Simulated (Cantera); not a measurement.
A closed system holds: 1 mol Fe₂O₃, 0.11 mol H₂O, 6.6 mol N₂, held at 0.0220 bar.

These are equilibrium values from Cantera (NASA tables, ideal gas, pure condensed phases), not measurements of a reactor. Candidate condensed phases: Fe, FeO, Fe(OH)₂, Fe(OH)₃, Fe₂O₃, Fe₃O₄, H₂O; 27 gas species. Mutual solubility and eutectic melting of coexisting phases are not modelled. The numbers say what is thermodynamically allowed, not how fast it happens.

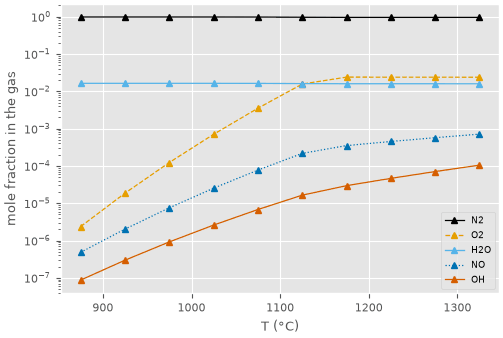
Figure: Equilibrium gas composition (values under 1e-9 drawn at 1e-9)

Q: Read off the mole fractions at 1125 °C.

A: N₂ about 0.97, H₂O about 0.016, O₂ about 0.016, NO about 0.00022, OH about 1.6e-5.
